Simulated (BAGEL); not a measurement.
**One shape, several levels: BSiH6O− (SMILES [BH3-]O[SiH3])**

We compute a comparison of 4 runs (B3LYP/6-31G*, B3LYP/def2-SVPD, PBE0/def2-SVPD, RI-MP2/def2-SVPD) of BSiH6O−. 

Program for the calculation: BAGEL 1.2.2.

3 further runs of the same task are left out: 2 that didn't finish, 1 set aside as unsound or not needed. Runs told in other sessions of the task aren't counted.

## 1. Starting point

BSiH6O− has 9 atoms, charge -1, and is taken as a singlet. As SMILES, `[BH3-]O[SiH3]`. The coordinates come from a GFN2-xTB relaxation.

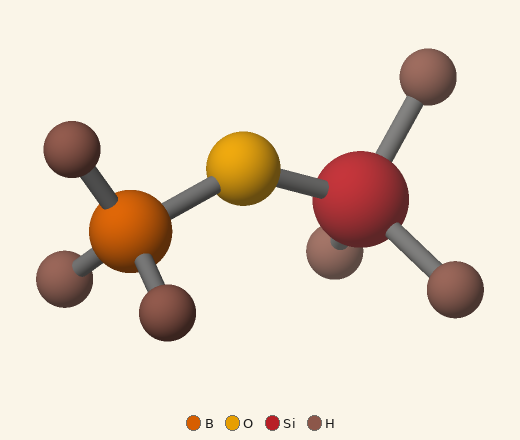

Viewed from a chosen angle; boron orange, oxygen amber, silicon red, hydrogen brown.

## 2. The energy at B3LYP/6-31G(d) (density fitting with qzvpp-jkfit, spherical functions) (run 1)

File calc.json:

```json
{ "bagel" : [

{
  "title" : "molecule",
  "basis" : "6-31gs.json",
  "df_basis" : "qzvpp-jkfit",
  "angstrom" : true,
  "geometry" : [
    { "atom" : "B", "xyz" : [      -0.667570,       1.032230,      -0.868430 ] },
    { "atom" : "O", "xyz" : [       0.417070,       0.150870,      -0.319530 ] },
    { "atom" : "Si", "xyz" : [       0.662910,      -0.934770,       0.764320 ] },
    { "atom" : "H", "xyz" : [      -1.572440,       0.335800,      -1.295160 ] },
    { "atom" : "H", "xyz" : [      -0.178010,       1.691880,      -1.764450 ] },
    { "atom" : "H", "xyz" : [      -1.082030,       1.757900,       0.019310 ] },
    { "atom" : "H", "xyz" : [       2.090500,      -1.320000,       0.639400 ] },
    { "atom" : "H", "xyz" : [      -0.126890,      -2.190450,       0.644590 ] },
    { "atom" : "H", "xyz" : [       0.456470,      -0.523470,       2.179950 ] }
  ]
},

{
  "title" : "ks",
  "xc_func" : "b3lyp",
  "charge" : -1
},

{
  "title" : "print",
  "file" : "orbitals.molden",
  "orbitals" : true
}

]}
```

The basis set 6-31G* is read from a file made from the Basis Set Exchange's data (not shown).

Launch:

```
$ BAGEL_NUM_THREADS=1 BAGEL calc.json > calc.out
```

Standard output:

```text
* using 1 threads per process

  ===============================================================
  ===============================================================

  *** Geometry ***

  { "atom" : "B", "xyz" : [     -1.261524,      1.950632,     -1.641095 ] },
  { "atom" : "O", "xyz" : [      0.788148,      0.285103,     -0.603824 ] },
  { "atom" : "Si", "xyz" : [      1.252718,     -1.766459,      1.444355 ] },
  { "atom" : "H", "xyz" : [     -2.971481,      0.634570,     -2.447498 ] },
  { "atom" : "H", "xyz" : [     -0.336390,      3.197190,     -3.334327 ] },
  { "atom" : "H", "xyz" : [     -2.044740,      3.321950,      0.036491 ] },
  { "atom" : "H", "xyz" : [      3.950472,     -2.494438,      1.208291 ] },
  { "atom" : "H", "xyz" : [     -0.239787,     -4.139351,      1.218099 ] },
  { "atom" : "H", "xyz" : [      0.862603,     -0.989215,      4.119508 ] },

  Number of auxiliary basis functions:      388

  Since a DF basis is specified, we compute 2- and 3-index integrals:
    o Being stored without compression. Storage requirement is 0.010 GB

  Number of basis functions:       58
  Number of electrons      :       33

    * METHOD: MOLECULE                             0.19

  *** Kohn-Sham DFT ***

    * Removing 14858 points whose weight is below 1.00e-10
    * Grid points: 119296

  === Nuclear Repulsion ===
   108.5475843235

       - DIIS with orbital gradients will be used.

  === KS iteration (b3lyp / 6-31gs.json) ===
      0       -362.49429402          0.16239601           0.37
      1       -347.55973931          0.18328793           0.53
      2       -370.37483631          0.14713823           0.48
      3       -389.16208939          0.05866916           0.35
      4       -380.58049150          0.13461720           0.34
      5       -392.97779111          0.02655155           0.35
      6       -393.09551067          0.02103938           0.36
      7       -393.13850302          0.01929029           0.36
      8       -393.14771735          0.01978424           0.34
      9       -393.24118298          0.00474649           0.38
     10       -393.24645964          0.00039622           0.34
     11       -393.24649424          0.00004612           0.41
     12       -393.24649474          0.00000620           0.37
     13       -393.24649475          0.00000137           0.36
     14       -393.24649475          0.00000020           0.35
     15       -393.24649475          0.00000003           0.36
     16       -393.24649475          0.00000001           0.37
    * SCF iteration converged.

    * Permanent dipole moment:
           (   -0.986588,     1.441303,    -1.190843) a.u.

    * METHOD: KS                                   7.17

    * METHOD: PRINT                                0.01

  ===============================================================
```

Wall time 7.8 s (1 thread of Intel Xeon Platinum 8259CL at 2.50GHz (Skylake/Cascade Lake), shared host); peak memory 0.34 GiB.

## 3. The energy at B3LYP/def2-SVPD (density fitting with qzvpp-jkfit) (run 2)

File job.json:

```json
{ "bagel": [

{
  "title": "molecule",
  "basis": "def2-svpd.json",
  "df_basis": "qzvpp-jkfit",
  "angstrom": "true",
  "geometry": [
    { "atom": "B", "xyz": [      -0.667570,       1.032230,      -0.868430 ] },
    { "atom": "O", "xyz": [       0.417070,       0.150870,      -0.319530 ] },
    { "atom": "Si", "xyz": [       0.662910,      -0.934770,       0.764320 ] },
    { "atom": "H", "xyz": [      -1.572440,       0.335800,      -1.295160 ] },
    { "atom": "H", "xyz": [      -0.178010,       1.691880,      -1.764450 ] },
    { "atom": "H", "xyz": [      -1.082030,       1.757900,       0.019310 ] },
    { "atom": "H", "xyz": [       2.090500,      -1.320000,       0.639400 ] },
    { "atom": "H", "xyz": [      -0.126890,      -2.190450,       0.644590 ] },
    { "atom": "H", "xyz": [       0.456470,      -0.523470,       2.179950 ] }
  ]
},

{
  "title": "ks",
  "xc_func": "b3lyp",
  "charge": -1
},

{
  "title": "print",
  "file": "orbitals.molden",
  "orbitals": "true"
}

]}
```

The basis set def2-SVPD is read from a file made from the Basis Set Exchange's data (not shown).

Launch:

```
$ BAGEL_NUM_THREADS=1 BAGEL job.json > job.out
```

Standard output:

```text
* using 1 threads per process

  ===============================================================
  ===============================================================

  *** Geometry ***

  { "atom" : "B", "xyz" : [     -1.261524,      1.950632,     -1.641095 ] },
  { "atom" : "O", "xyz" : [      0.788148,      0.285103,     -0.603824 ] },
  { "atom" : "Si", "xyz" : [      1.252718,     -1.766459,      1.444355 ] },
  { "atom" : "H", "xyz" : [     -2.971481,      0.634570,     -2.447498 ] },
  { "atom" : "H", "xyz" : [     -0.336390,      3.197190,     -3.334327 ] },
  { "atom" : "H", "xyz" : [     -2.044740,      3.321950,      0.036491 ] },
  { "atom" : "H", "xyz" : [      3.950472,     -2.494438,      1.208291 ] },
  { "atom" : "H", "xyz" : [     -0.239787,     -4.139351,      1.218099 ] },
  { "atom" : "H", "xyz" : [      0.862603,     -0.989215,      4.119508 ] },

  Number of auxiliary basis functions:      388

  Since a DF basis is specified, we compute 2- and 3-index integrals:
    o Being stored without compression. Storage requirement is 0.041 GB

  Number of basis functions:      115
  Number of electrons      :       33

    * METHOD: MOLECULE                             0.26

  *** Kohn-Sham DFT ***

    * Removing 14858 points whose weight is below 1.00e-10
    * Grid points: 119296

  === Nuclear Repulsion ===
   108.5475843235

       - DIIS with orbital gradients will be used.

  === KS iteration (b3lyp / def2-svpd.json) ===
      0       -357.18553768          0.12421020           0.77
      1       -269.87987883          0.14442953           0.80
      2       -335.18830750          0.09352935           0.90
      3       -372.08664024          0.16307438           0.68
      4       -390.45357310          0.07035752           0.63
      5       -387.10468356          0.09805504           0.61
[... 14 lines of this table left out ...]
     20       -393.12106535          0.00000002           0.66
     21       -393.12106535          0.00000000           0.61
    * SCF iteration converged.

    * Permanent dipole moment:
           (   -1.039059,     1.446161,    -1.176574) a.u.

    * METHOD: KS                                  15.95

    * METHOD: PRINT                                0.03

  ===============================================================
```

It took 17 s on 1 thread of Intel Xeon Platinum 8259CL at 2.50GHz (Skylake/Cascade Lake), shared host; peak memory 0.6 GiB.

Run 3 isn't shown in full; the table further down has it.

## 4. The energy at RI-MP2/def2-SVPD (density fitting with qzvpp-jkfit) (run 4)

calc.json, as its differences from that of step 2:

```diff
@@ -4,5 +4,5 @@
   "title" : "molecule",
-  "basis" : "6-31gs.json",
+  "basis" : "def2-svpd.json",
   "df_basis" : "qzvpp-jkfit",
-  "angstrom" : true,
+  "angstrom" : "true",
   "geometry" : [
@@ -20,13 +20,5 @@
 
-{
-  "title" : "ks",
-  "xc_func" : "b3lyp",
-  "charge" : -1
-},
+{ "title" : "hf", "charge" : -1 },
 
-{
-  "title" : "print",
-  "file" : "orbitals.molden",
-  "orbitals" : true
-}
+{ "title" : "mp2", "charge" : -1, "ncore" : 7 }
```

The basis set def2-SVPD is read from a file made from the Basis Set Exchange's data (not shown).

Launch:

```
$ BAGEL_NUM_THREADS=1 BAGEL calc.json > calc.out
```

Standard output:

```text
* using 1 threads per process

  ===============================================================
  ===============================================================

  *** Geometry ***

  { "atom" : "B", "xyz" : [     -1.261524,      1.950632,     -1.641095 ] },
  { "atom" : "O", "xyz" : [      0.788148,      0.285103,     -0.603824 ] },
  { "atom" : "Si", "xyz" : [      1.252718,     -1.766459,      1.444355 ] },
  { "atom" : "H", "xyz" : [     -2.971481,      0.634570,     -2.447498 ] },
  { "atom" : "H", "xyz" : [     -0.336390,      3.197190,     -3.334327 ] },
  { "atom" : "H", "xyz" : [     -2.044740,      3.321950,      0.036491 ] },
  { "atom" : "H", "xyz" : [      3.950472,     -2.494438,      1.208291 ] },
  { "atom" : "H", "xyz" : [     -0.239787,     -4.139351,      1.218099 ] },
  { "atom" : "H", "xyz" : [      0.862603,     -0.989215,      4.119508 ] },

  Number of auxiliary basis functions:      388

  Since a DF basis is specified, we compute 2- and 3-index integrals:
    o Being stored without compression. Storage requirement is 0.041 GB

  Number of basis functions:      115
  Number of electrons      :       33

    * METHOD: MOLECULE                             0.27

  *** RHF ***

  === Nuclear Repulsion ===
   108.5475843235

      * DIIS with orbital gradients will be used.

  === RHF iteration (def2-svpd.json) ===
      0       -391.57620103          0.02125013           0.07
      1       -391.71393511          0.01778426           0.07
      2       -391.85958351          0.00164543           0.07
      3       -391.86164375          0.00046976           0.07
      4       -391.86176799          0.00008139           0.09
      5       -391.86177294          0.00001324           0.12
      6       -391.86177310          0.00000250           0.07
      7       -391.86177310          0.00000062           0.08
      8       -391.86177311          0.00000023           0.07
      9       -391.86177311          0.00000007           0.07
     10       -391.86177311          0.00000002           0.07
     11       -391.86177311          0.00000001           0.07
    * SCF iteration converged.

    * Permanent dipole moment:
           (   -1.039911,     1.518468,    -1.254499) a.u.

    * METHOD: HF                                   1.15

  *** RHF ***

  === Nuclear Repulsion ===
   108.5475843235

      * DIIS with orbital gradients will be used.

  === RHF iteration (def2-svpd.json) ===
      0       -391.86177311          0.00000000           0.07
    * SCF iteration converged.

    * Permanent dipole moment:
           (   -1.039911,     1.518468,    -1.254499) a.u.

  === DF-MP2 calculation ===

    * freezing 7 orbitals
    * 3-index integral transformation done
    * assembly done

      MP2 correlation energy:   -0.4293534211      0.05

      MP2 total energy:       -392.2911265265

    * METHOD: MP2                                  0.23

  ===============================================================
```

It took 1.9 s on 1 thread of Intel Xeon Platinum 8259CL at 2.50GHz (Skylake/Cascade Lake), shared host; peak memory 0.12 GiB.

## 5. Overview of the runs

```
run                                                                 level  frozen core orbitals  energy (Eh)  HOMO energy (eV)  LUMO energy (eV)  HOMO–LUMO gap (eV)  wall time
  1  B3LYP/6-31G* (density fitting with qzvpp-jkfit, spherical functions)                     –  -393.246495             -1.07              5.41                6.48      7.8 s
  2                    B3LYP/def2-SVPD (density fitting with qzvpp-jkfit)                     –  -393.121065             -1.70              4.04                5.74       17 s
  3                     PBE0/def2-SVPD (density fitting with qzvpp-jkfit)                     –  -392.836919             -1.86              4.29                6.15       14 s
  4                   RI-MP2/def2-SVPD (density fitting with qzvpp-jkfit)                     7  -392.291127                 –                 –                   –      1.9 s
```

## 6. Results

| quantity | value |
| --- | --- |
| run 4: total energy | -392.29113 Eh |
| run 4: correlation energy (7 core orbitals frozen) | -429.4 mEh |

Over runs 1, 2, 3 the HOMO–LUMO gap runs from 5.74 eV (B3LYP/def2-SVPD) to 6.48 eV (B3LYP/6-31G*). The empty levels of an anion lie above zero and hang on the basis. Totals of different functionals can't be ranked against each other. All runs together took 41 s, the longest 17 s.
